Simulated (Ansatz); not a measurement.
## TiSi2: response to strain

Base system: TiSi2 (space group Cmcm, No. 63).

```yaml
crystal:
  lattice:
    - [1.77297, -6.78252, 0.00000]
    - [1.77297, 6.78252, 0.00000]
    - [0.00000, 0.00000, 3.57969]
  atoms:
    - { symbol: Si, position: [0.94084, 0.05916, 0.75000] }
    - { symbol: Si, position: [0.05916, 0.94084, 0.25000] }
    - { symbol: Si, position: [0.25028, 0.74972, 0.75000] }
    - { symbol: Si, position: [0.74972, 0.25028, 0.25000] }
    - { symbol: Ti, position: [0.60320, 0.39680, 0.75000] }
    - { symbol: Ti, position: [0.39680, 0.60320, 0.25000] }
```

Cartesian axes are those of the cell as printed.

Strains are applied to the cell and any free atomic positions relax; under biaxial strain the out-of-plane vector relaxes too.

Method: Ansatz (a first-principles code), PBE, PAW, cutoff 420 eV, scalar-relativistic without spin-orbit coupling, earlier PAW set.

Notes on the quantities. pressure: mean of the normal stresses, compression positive.

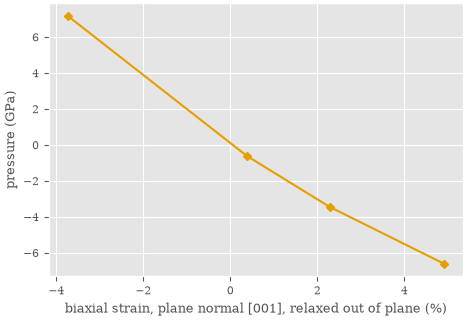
Figure. Pressure against biaxial strain, plane normal [001], relaxed out of plane

Problem. From the plot, what is the pressure for biaxial strain −3.74 %, plane normal [001], relaxed out of plane?

Solution. About 7 GPa.

Problem. Is the trend monotonic over the range shown?

Solution. Yes, it falls throughout, spanning -6.6 GPa to 7.2 GPa.

Without a gap, meshes like the base's 14×14×13 leave anisotropic stresses uncertain by several tenths of a GPa, and small strain energies with them. Stability against distortions was not tested. All final runs are without spin polarisation.
